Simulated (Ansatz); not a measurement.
# What AgGeF3 (model cell, started as cubic perovskite with Ge in the octahedra) distorts into, part 3 of 3

Wanted: the energy along a soft mode of AgGeF3 (model cell, started as cubic perovskite with Ge in the octahedra) and the structure at the end.

Ansatz 0.2.0; DFT PBEsol, scalar-relativistic, plane waves, PAW; PAW set soft_1.

So far. Step 4 (The mode frozen in, largest atomic shift 0.22 Å): The run ends at a pressure of 2.10 GPa, with forces up to 0.48 eV/Å. Step 5 (Energy along the mode, all amplitudes (two of the runs …): The lowest of the steps tried is at 0.22 Å, 11.2 meV/atom below the parent; the bottom of the well need not coincide with a step.

The structure was built from a prototype and need not be the compound's stable phase.

**7. The new phase in its own primitive cell**

The relaxed structure is symmetrised, reduced to its primitive cell and relaxed tightly, as its phonons need.

Input file input.yaml:

```yaml
crystal:
  lattice:
    - [4.1433044459, 0.0, 0.0]
    - [0.0, 4.0420769564, 2.3753937522]
    - [0.0, -4.0420769564, 2.3753937522]
  atoms:
    - { symbol: Ag, position: [0.0, 0.9678041297, 0.9678041297] }
    - { symbol: Ge, position: [0.5, 0.5461597096, 0.5461597096] }
    - { symbol: F, position: [0.5, 0.4319160185, 0.1147659905] }
    - { symbol: F, position: [0.5, 0.1147659905, 0.4319160185] }
    - { symbol: F, position: [0.0, 0.4529314108, 0.4529314108] }
kpoints:
  mp_grid: { grid: [6, 6, 6] }
hamiltonian:
  xc: pbesol
  pseudopotentials: { kind: paw, azcp: { folder: soft_1 }, xc_functional: pbe }
scf:
  occupations: { method: fixed }
output:
  forces: true
  stress: true
  eigenvalues: true
relax:
  adjacent_minimum: "off"
  f_tol: 0.001
  max_steps: 60
  cell: { stress_tol: 0.01 }
```

Launch:

```
ansatz run input.yaml --threads 4 --pin off --max-ram 16384MiB --backend cpu --events-out ev --progress --plain --runs-dir out
```

Numbers of over 12 decimals in the logs are rounded to 6 here.

The log of the run:

```text
[...]
Crystal: 5 atoms, lattice volume = 79.564 Å³
Basis set: ecut = 420 eV, 1555 PW (Γ), exchange–correlation on 60×64×64 points (8 copies of the dense FFT grid, shifted against one another)
Bands: 33, of which v1, the nominal top of the filled ones, is band 27 counted from 1 (26 counted from 0)
Symmetry: 4 space group operations
[...]
k-points: 52 of 216 (time reversal used)
[...]
cell:  # Å, volume = 79.6115 Å³
    - [4.143460, 0, 0]
    - [0, 4.044748, 2.375151]
    - [0, -4.044748, 2.375151]
  atoms:
    - { symbol: Ag, position: [0, 0.967835, 0.967835] }
    - { symbol: Ge, position: [0.5, 0.546134, 0.546134] }
    - { symbol: F, position: [0.5, 0.431796, 0.114838] }
    - { symbol: F, position: [0.5, 0.114838, 0.431796] }
    - { symbol: F, position: [0, 0.452974, 0.452974] }
[key lines of the parts left out:]
SCF converged after 5 iterations
Free energy (F): -14176.568602 eV
Fermi energy:    5.269198 eV
P = ⅓ Tr σ = 0.0022 GPa (0.022 kbar)
```

It took 18 s on 4 threads of Arm Neoverse V2, shared host; peak memory 0.38 GiB.

Little changed from the start: no atom moved by 0.005 Å and no cell edge by 0.1 %.

Numbers from this step:

- pressure: 0.002216 GPa
- gap on the k-mesh: 2.071 eV
- volume per atom: 15.92 Å³
- direct gap on mesh: 2.249 eV

The largest force component left is 0.098 meV/Å and the pressure is 0.002 GPa, within the tolerances set. The cell now holds 15.92 Å³/atom.

**8. Modes of the new phase, k-mesh 6×6×6, occupations fixed**

A relaxed structure may still be a saddle point, so its zone-centre modes are computed. The response to a homogeneous field gives the Born charges and the dielectric tensor.

input.yaml, the sections that differ from step 7:

```yaml
crystal:
  lattice:
    - [4.1434599886, 0.0, 0.0]
    - [0.0, 4.0447481713, 2.3751514003]
    - [0.0, -4.0447481713, 2.3751514003]
  atoms:
    - { symbol: Ag, position: [0.0, 0.9678353302, 0.9678353302] }
    - { symbol: Ge, position: [0.5, 0.5461342635, 0.5461342635] }
    - { symbol: F, position: [0.5, 0.4317957051, 0.1148378469] }
    - { symbol: F, position: [0.5, 0.1148378469, 0.4317957051] }
    - { symbol: F, position: [0.0, 0.4529741135, 0.4529741135] }
output:
  eigenvalues: true
phonons:
  method: dfpt
  dielectric: true
  rigid_motions: translations
# kpoints, hamiltonian, scf: as in step 7
# relax: removed
```

The log of the run:

```text
[...]
Crystal: 5 atoms, lattice volume = 79.612 Å³
Basis set: ecut = 420 eV, 1555 PW (Γ), exchange–correlation on 60×64×64 points (8 copies of the dense FFT grid, shifted against one another)
Bands: 33, of which v1, the nominal top of the filled ones, is band 27 counted from 1 (26 counted from 0)
Symmetry: 4 space group operations
k-points: 112 of 216 (irreducible under 1 space group operation, time reversal used)
[...]
SCF iter   1: F=—  HF=-14185.461153 eV  |F-HF|=—  |Δ(HF+E_count)|=         —  Δρ=2.04e-1  dr2=3.28e1  ethr=3.10e-3  ⟨swp⟩=4.6  Hψ=12513  notcnv=0  defer=428
[...]
SCF iter  14: F=-14176.568602 eV  HF=-14176.568602 eV  |F-HF|=8.00e-11  |Δ(HF+E_count)|=   1.61e-9  Δρ=3.04e-7  dr2=6.73e-11  ethr=1.00e-12  ⟨swp⟩=11.5  Hψ=23224  notcnv=0
SCF 1 converged in 14 iterations: F = -14176.568602 eV  dr2 = 6.73e-11
[...]
NSCF: frozen V_eff on 2 k-points
DFPT response loops at Γ: preconditioner auto → none (the input reference at scf.mixing.eps_inf says where Resta's filter doesn't serve); β = 0.50; Broyden in place of MSR1
── the response to a field inside a basis, on 8×8×8 k-points: an SCF that follows is theirs, and a resumed run solves both again ──
Bands: 28, of which v1, the nominal top of the filled ones, is band 27 counted from 1 (26 counted from 0)
k-points: 80 of 512 (time reversal used)
[...]
Eigensolver: Dense (80 Hₖ)
SCF iter   1: F=—  HF=-14176.542556 eV  |F-HF|=—  |Δ(HF+E_count)|=         —  Δρ=4.14e-4  dr2=2.44e-5  ethr=1.00e-1
[...]
SCF iter   4: F=-14176.542570 eV  HF=-14176.542570 eV  |F-HF|=2.75e-9  |Δ(HF+E_count)|=   8.61e-7  Δρ=7.34e-6  dr2=3.57e-8  ethr=2.19e-9
SCF 1 converged in 4 iterations: F = -14176.542570 eV  dr2 = 3.57e-8
[...]
WARN: field response: ε∞ stands inside a basis, on 8×8×8 points; the force constants stand on the 6×6×6 k-mesh, whose period is 12.14 times the interband length at k = (-0.5000, -0.5000, -0.5000), direct gap 2.249 eV, under 14: take them and everything formed from them as unconverged, and compare with a denser kpoints.mp_grid
SCF converged after 14 iterations
Free energy (F): -14176.568602 eV
[...]
Internal energy: -14176.568602 eV  (E = F + TS)
E sigma→0 (E₀):  -14176.568602 eV
Fermi energy:    5.269197 eV
[...]
--- Band table (eV; the first three rows and the last of 112) ---
  k-point 0: bands = [... 23 lower, 3.1735, 3.2719, 3.3819, 3.5646, 8.7791, 11.2538, 12.0545, 12.8099, ... 2 higher]
  k-point 1: bands = [... 23 lower, 3.2366, 3.3923, 3.4503, 3.8388, 8.7180, 11.0365, 11.9087, 13.0667, ... 2 higher]
  k-point 2: bands = [... 23 lower, 3.4226, 3.4229, 3.7073, 4.4594, 8.6114, 10.8610, 11.6120, 12.8175, ... 2 higher]
  k-point 111: bands = [... 23 lower, 3.2492, 3.2794, 3.3605, 5.2692, 7.5179, 10.3274, 11.3872, 11.9015, ... 2 higher]
--- Phonons (Γ-DFPT): 12 representative perturbations + reference, on 112 of 216 k-points (Σ response iterations 42) ---
  k mesh reduced under 1 symmetry operation, with k and −k counted as one. Each operation leaves every solved perturbation unchanged. A smaller set is not considered because the run solves the response to a homogeneous field
  ASR residual: 1.617e-4 → 0.000e0 eV/Å²; symmetrization residual: 1.443e-5 eV/Å²
  ASR residual per site (eV/Å²): 1.62e-4 5.96e-5 5.64e-5 5.64e-5 1.28e-4
[...]
ε∞ (high-frequency dielectric tensor):
        5.018364     0.000000     0.000000
        0.000000     2.744789     0.000000
        0.000000     0.000000     3.760830
  softest optical mode at Γ: -105.64 cm⁻¹; the repairs (sum rule, projections) moved no ω² at Γ by more than (2.25 cm⁻¹)²
  Born effective charges Z* (e; rows j = field, columns β = displacement):
    site 0:
         1.60460    0.00000    0.00000
         0.00000    0.79701    0.00000
        -0.00000    0.00000    1.58220
    site 1:
         3.17225    0.00000    0.00000
         0.00000    2.25842    0.00000
        -0.00000    0.00000    2.73464
    site 2:
        -0.70642    0.00000    0.00000
         0.00000   -1.34786    0.56712
        -0.00000    0.54951   -1.55994
    site 3:
        -0.70642   -0.00000   -0.00000
        -0.00000   -1.34786   -0.56712
         0.00000   -0.54951   -1.55994
    site 4:
        -3.36401    0.00000    0.00000
         0.00000   -0.35971    0.00000
        -0.00000    0.00000   -1.19696
  Z* charge neutrality: 5.177e-3 e pre-enforcement
  solved inside a basis spanned on kpoints, on 8×8×8 k-points, its susceptibility summed on 10×10×10: ε∞ is read to err by 2.2e-2, Z* by 3.4e-2 e (field_mesh: kpoints solves on kpoints); Z* is corrected for what the basis lacks
  optical modes at Γ without the LO–TO term, one row a degenerate level:
      ω (cm⁻¹)  modes    IR ((D/Å)²/amu)
       -105.64      1            11.9941
        -33.25      1             0.3080
         68.54      1             4.0533
        100.56      1             0.5890
        134.95      1             0.2117
        161.93      1             0.6391
        169.65      1             0.0000
        239.78      1             0.0812
        281.95      1             2.6541
        304.82      1             3.7162
        476.56      1             5.9477
        518.91      1             6.9077
  optical modes at Γ + LO–TO along q̂ = [1.0000, 0.0000, 0.0000]:
      ω (cm⁻¹)  modes    IR ((D/Å)²/amu)
        -33.25      1             0.3080
         -5.57      1             0.1260
        100.56      1             0.5890
        134.95      1             0.2117
        161.93      1             0.6391
        169.65      1             0.0000
        225.84      1             4.2458
        239.78      1             0.0812
        304.82      1             3.7162
        349.14      1            14.3298
[...]
optical modes at Γ + LO–TO along q̂ = [0.0000, 1.0000, 0.0000]:
      ω (cm⁻¹)  modes    IR ((D/Å)²/amu)
[...]
optical modes at Γ + LO–TO along q̂ = [0.0000, 0.0000, 1.0000]:
      ω (cm⁻¹)  modes    IR ((D/Å)²/amu)
       -105.64      1            11.9941
        -33.25      1             0.3080
         68.54      1             4.0533
        113.33      1             0.2475
        134.95      1             0.2117
        161.93      1             0.6391
        169.65      1             0.0000
        240.41      1             0.0224
        281.95      1             2.6541
        337.39      1             2.2233
        476.56      1             5.9477
        570.77      1             8.8008
```

The job ended after 2.2 min (4 threads; peak memory 1.4 GiB; 8.4 min of CPU time).

This step gave:

```yaml
sum_rule_residual_before_enforcement: 1.62e-4 eV/Å²
miss_of_the_charge_sum_rule: 0.005177 e
estimated_error_of_the_dielectric_tensor: 0.02177
estimated_error_of_the_born_charges: 0.03440 e
point_group: mm2
highest_optical_mode_at_the_zone_centre_no_lo_to_term: 518.9 cm⁻¹
lowest_optical_zone_centre_mode: -105.6 cm⁻¹
mean_high_frequency_dielectric_constant: 3.841
largest_born_charge_third_of_the_trace: 2.722 e
top_of_the_zone_centre_spectrum_with_the_field: 570.8 cm⁻¹
```

Patterns of degenerate modes are one choice out of their space. Modes at Γ, with each element's share of the kinetic energy (negative means imaginary):

```csv
mode,frequency (cm⁻¹),symmetry,Ag %,Ge %,F %
1,-105.6,B1,28,1,71
2,-33.2,B2,53,21,26
3,0.0,acoustic,45,31,24
4,0.0,acoustic,45,31,24
5,0.0,acoustic,45,31,24
6,68.5,B1,26,68,6
7,100.6,A1,38,19,43
8,134.9,B2,1,4,95
9,161.9,B2,0,27,73
10,169.7,A2,0,0,100
11,239.8,A1,12,21,66
12,281.9,B1,0,1,99
13,304.8,A1,5,10,85
14,476.6,B2,0,18,82
15,518.9,A1,0,19,81
```

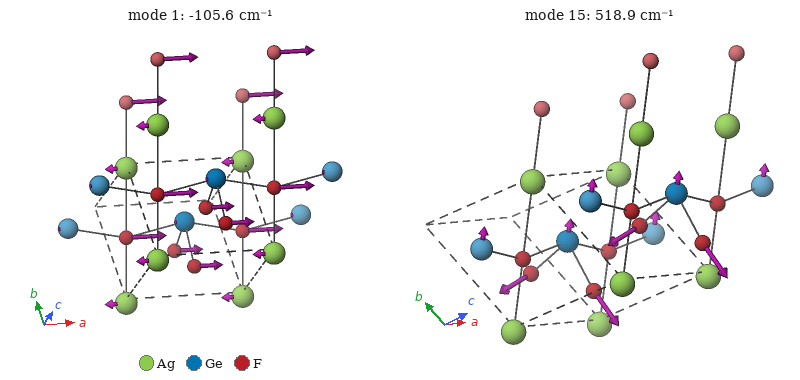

Displacement patterns of modes 1 and 15 at Γ; arrows are exaggerated. 1×1×2 cells are drawn. Some periodic images of atoms are drawn too.

Optical modes at the zone centre, without and with the macroscopic field of the longitudinal modes; each column is sorted by frequency, so a row need not hold one and the same mode. Modes with and without the field, by row:

```csv
rank among optical modes,no field (cm⁻¹),"q along (1, 0, 0) (cm⁻¹)","q along (0, 1, 0) (cm⁻¹)","q along (0, 0, 1) (cm⁻¹)"
1,-105.6,-33.2,-105.6,-105.6
2,-33.2,-5.6,27.4,-33.2
3,68.5,100.6,68.5,68.5
4,100.6,134.9,100.6,113.3
5,134.9,161.9,138.7,134.9
6,161.9,169.7,169.7,161.9
7,169.7,225.8,179.2,169.7
8,239.8,239.8,239.8,240.4
9,281.9,304.8,281.9,281.9
10,304.8,349.1,304.8,337.4
11,476.6,476.6,518.9,476.6
12,518.9,518.9,536.4,570.8
```

Born charge (rows field, columns displacement) (e), principal values of the symmetric part by kind of site:

```csv
atom,atoms with these values,low,middle,high,mean
Ag1,1,0.80,1.58,1.60,1.33
Ge2,1,2.26,2.73,3.17,2.72
F3,2,-2.02,-0.89,-0.71,-1.20
F5,1,-3.36,-1.20,-0.36,-1.64
```

In full for F3:

```
-0.71  0.00  0.00
 0.00 -1.35  0.57
 0.00  0.55 -1.56
```

High-frequency dielectric tensor:

```
5.02 0.00 0.00
0.00 2.74 0.00
0.00 0.00 3.76
```

Transverse modes; imaginary modes are left out. Infrared lines, with heights relative to the strongest:

```csv
position (cm⁻¹),label,relative intensity
68,B1,59
101,A1,8.5
135,B2,3.1
162,B2,9.3
170,A2,0.0
240,A1,1.2
282,B1,38
305,A1,54
477,B2,86
519,A1,100
```

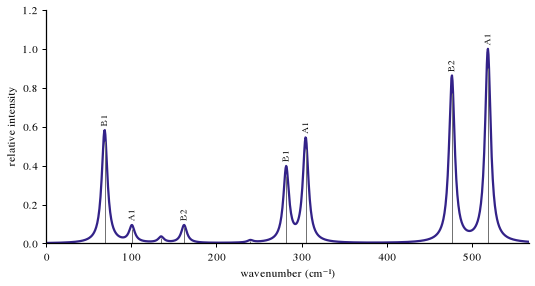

The infrared spectrum, broadened with Lorentzians of width 8 cm⁻¹; bars mark the lines.

Before it was imposed, the acoustic sum rule was missed by 1.6e-4 eV/Å² and the charge sum rule by 0.0052 e. Small misses are needed for a sound result but don't prove that mesh and cutoff are converged. The lowest optical mode is imaginary, 105.6i cm⁻¹, so the energy falls along it.

The log warns of the k mesh: “the force constants stand on the 6×6×6 k-mesh, whose period is 12.14 times the interband length at k = (-0.5000, -0.5000, -0.5000), direct gap 2.249 eV, under 14: take them and everything formed from them as unconverged”.

**9. What came out**

```json
{
  "unstable mode of the parent": "q = (0, 0, 0), 190i cm⁻¹",
  "depth at the lowest point sampled": "11.2 meV/atom",
  "largest atomic shift at that point": "0.22 Å",
  "space group reached (within 0.01 Å)": "Amm2",
  "energy gained over the parent (first relaxation, on the mesh of the frozen mode)": "189 meV/atom",
  "volume per atom, phase reached": "15.9 Å³",
  "gap on the k-mesh, phase reached": "2.07 eV",
  "lowest optical zone-centre mode, phase reached": "-106 cm⁻¹",
  "highest optical mode at the zone centre (no LO-TO term), phase reached": "519 cm⁻¹"
}
```

**Reading.** Along this mode the structure falls into Amm2, 189 meV/atom below the parent. At the parent's cell the well is 11.15 meV/atom deep on the steps tried, with its lowest point at a shift of 0.22 Å. Relaxing atoms and cell changes the gain by +177.92 meV/atom against the lowest step (energies at zero smearing). Most of the total comes from this relaxation. The new phase still has an imaginary mode at the zone centre of its cell, so it is a saddle point on the way to a lower structure. Of the 6 patterns followed to their end from this parent, this one ends 127 meV/atom above the lowest, R3m. Each path keeps the symmetry of its pattern, so a lower phase may lie along a pattern not tried. With the field response the log warns that the k mesh is coarse for the force constants too, so the frequencies may not be converged. With no gap, or one that is small against the smearing, the frequencies hang on the k mesh and the smearing, most of all near Kohn anomalies. The PAW files were made for PBE and serve the other functionals too. The starting cell was built on a prototype and not taken from a measurement, so the phase need not exist.

[Logs are printed without paths, hosts, clocks, repeated set-up lines and the standing remarks that a program may print on its own settings, such as how far it seeks lower states.]

[Hosts, paths, dates, database ids (printed as entryN), source tags and the programs' standing remarks are cut or masked in the printed files.]
